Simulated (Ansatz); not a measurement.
Consider YSi2Se2.

```
CELL_PARAMETERS angstrom
4.46681 0.00000 0.00000
0.00000 4.46681 0.00000
0.00000 0.00000 10.53574
ATOMIC_POSITIONS crystal
Y 0.00000 0.00000 0.00000
Y 0.50000 0.50000 0.50000
Si 0.00000 0.00000 0.37500
Si 0.50000 0.50000 0.87500
Si 0.00000 0.00000 0.62500
Si 0.50000 0.50000 0.12500
Se 0.00000 0.50000 0.25000
Se 0.50000 0.00000 0.75000
Se 0.50000 0.00000 0.25000
Se 0.00000 0.50000 0.75000
```

Space group I4/mmm; built by placing these elements on a known structure type; not relaxed (largest force 1.1 eV/Å); computed without spin polarisation.

All numbers below come from DFT, PAW plane waves, PBE in Ansatz 0.2.0.

What can the converged electron localisation function tell about the bonding?

Si–Se (2.59 Å): the ELF peaks at about 0.80 between the atoms.
Y–Se (3.45 Å): the ELF is about 0.20 at the midpoint and 0.05 at its lowest between the atoms (no localised pair shows between them).

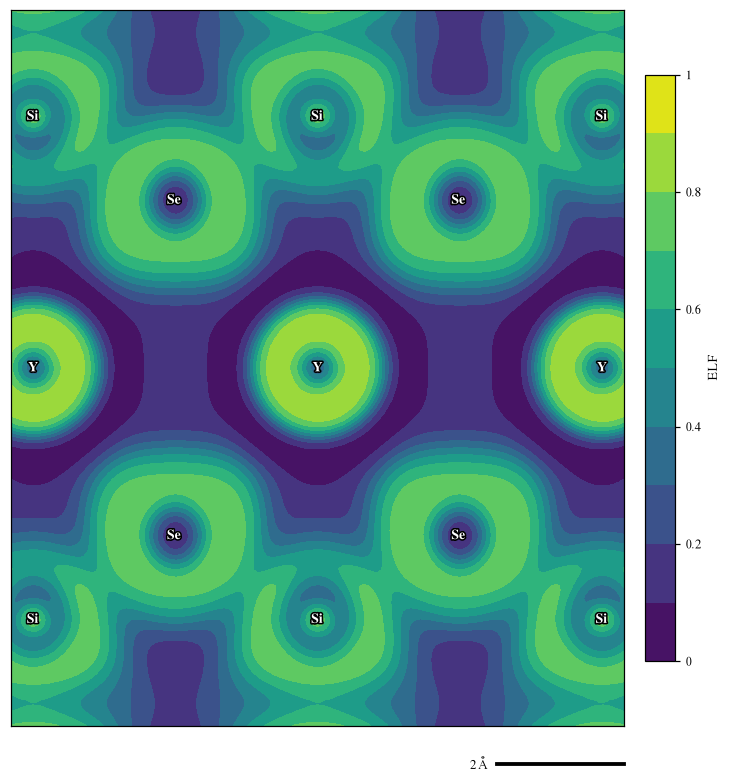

Computed electron localisation function on the (100) plane of the conventional cell. 

Core electrons are frozen (PAW), and the valence fields are smoothed inside the atomic spheres.
